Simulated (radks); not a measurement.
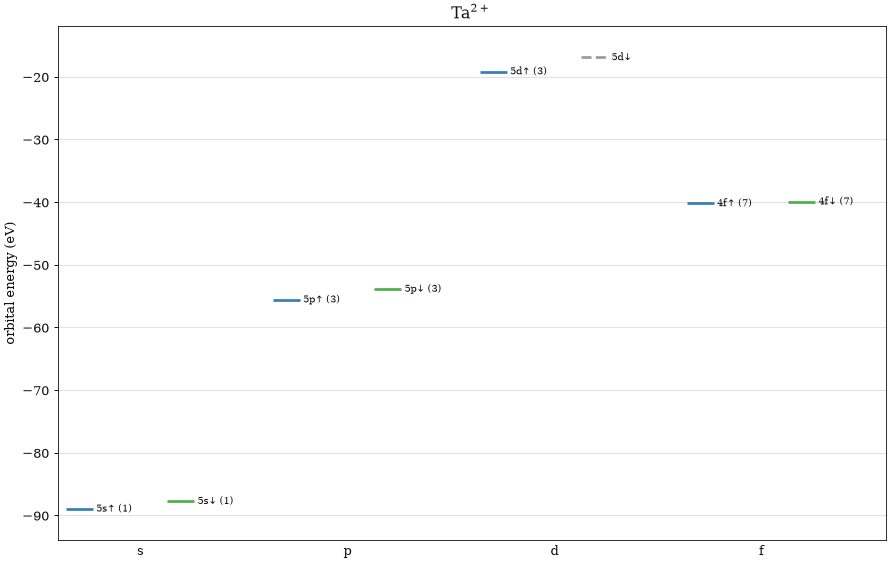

The outer levels are drawn by angular momentum (occupations in brackets, up spins at the left of each column and down spins at the right, empty levels dashed). The highest occupied level is 5d up at −19.2 eV. The highest 3 occupied levels, from the top down, are 5d up (−19.2 eV), 4f down (−39.9 eV), 4f up (−40.2 eV). The lowest empty level drawn is 5d down at −16.9 eV. The largest exchange splitting (down less up) among the shells drawn in both spins is that of 5d, 2.25 eV.

# Atomic calculation, with input and output: Ta²⁺

The Ta²⁺ ion in the configuration [Xe] 4f14 5d3 (high spin). Computed at this level: scalar-relativistic Kohn-Sham, PBE, spin-polarised, spherical densities, point nucleus (the in-house radial solver radks).

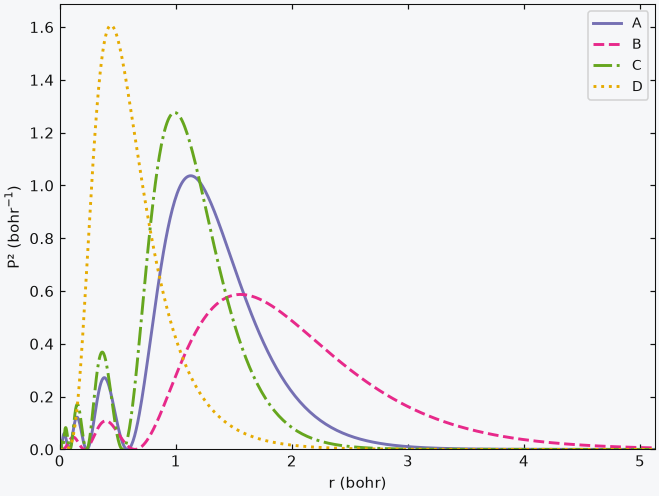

The radial probability densities P² of 5s up, 5d up, 4f up and 5p up. A is 5p up; B is 5d up; C is 5s up; D is 4f up. 4f up: outer maximum at 0.441 bohr, ⟨r⟩ = 0.642 bohr, 0 nodes, eigenvalue −40.2 eV; 5s up: outer maximum at 0.990 bohr, ⟨r⟩ = 1.10 bohr, 4 nodes, eigenvalue −89.0 eV; 5p up: outer maximum at 1.13 bohr, ⟨r⟩ = 1.30 bohr, 3 nodes, eigenvalue −55.6 eV; 5d up: outer maximum at 1.56 bohr, ⟨r⟩ = 1.97 bohr, 2 nodes, eigenvalue −19.2 eV. The innermost lobes are too small to be seen at this scale.

Input and output of the run follow.

**Input file**
```
Z 73
configuration [Xe] 4f14 5d3
relativity scalar-relativistic
functional pbe,pbe
spin polarised
nucleus point
c 137.035999084
```

Energies in input and log are in hartree, lengths in bohr.

**Output**
```
1s      1   1.0000       -2476.45004878
2s      1   1.0000        -425.94526292
2p      1   3.0000        -373.30567479
3s      1   1.0000         -98.01272037
3p      1   3.0000         -82.35900603
3d      1   5.0000         -64.10685589
4s      1   1.0000         -20.43527650
4p      1   3.0000         -15.30112769
4d      1   5.0000          -8.73266331
4f      1   7.0000          -1.47803447
5s      1   1.0000          -3.26916870
5p      1   3.0000          -2.04268261
5d      1   3.0000          -0.70484570
1s      2   1.0000       -2476.45034438
2s      2   1.0000        -425.94093635
2p      2   3.0000        -373.30229856
3s      2   1.0000         -98.01203274
3p      2   3.0000         -82.35812251
3d      2   5.0000         -64.10438929
4s      2   1.0000         -20.43219431
4p      2   3.0000         -15.29835307
4d      2   5.0000          -8.72923115
4f      2   7.0000          -1.46774738
5s      2   1.0000          -3.22440993
5p      2   3.0000          -1.98032658
5d      2   0.0000          -0.62200850
Etot -15603.758239505289
Ekin 17147.275244889806
Encl -38499.93857131471
Eh 6063.698223119496
Exc -314.79313619987727
err 3.109997727401611e-09
it 16
```

**Orbitals**

```
orbital  occupation  energy (eV)  ⟨r⟩ (bohr)  outer maximum (bohr)
1s down           1     −67387.6     0.01866                0.0117
  1s up           1     −67387.6     0.01866                0.0117
  2s up           1     −11590.6     0.07894                0.0668
2s down           1     −11590.4     0.07894                0.0668
  2p up           3     −10158.2     0.07057                0.0548
2p down           3     −10158.1     0.07057                0.0548
  3s up           1      −2667.1      0.2048                 0.189
3s down           1      −2667.0      0.2048                 0.189
  3p up           3      −2241.1      0.2049                 0.187
3p down           3      −2241.1      0.2049                 0.187
  3d up           5      −1744.4      0.1856                 0.152
3d down           5      −1744.4      0.1856                 0.152
  4s up           1     −556.072      0.4587                 0.429
4s down           1     −555.988      0.4587                 0.429
  4p up           3     −416.365      0.4877                 0.450
4p down           3     −416.289      0.4877                 0.450
  4d up           5     −237.628      0.5231                 0.461
4d down           5     −237.534      0.5230                 0.461
  5s up           1      −88.959       1.104                 0.990
5s down           1      −87.741       1.096                 0.987
  5p up           3      −55.584       1.296                  1.13
5p down           3      −53.887       1.285                  1.12
  4f up           7      −40.219      0.6418                 0.441
4f down           7      −39.939      0.6364                 0.441
  5d up           3      −19.180       1.974                  1.56
5d down           0      −16.926       1.979                  1.54
```

**Results in brief**

- outcome: converged
- total energy: −15603.7582 hartree
- kinetic energy: 17147.2752 hartree
- electron–nucleus energy: −38499.9386 hartree
- Hartree energy: 6063.6982 hartree
- exchange–correlation energy: −314.793136 hartree
- radius at density 0.001 e/bohr³: 3.73 bohr
- SCF iterations: 16
- hardware: 1 CPU thread, shared host
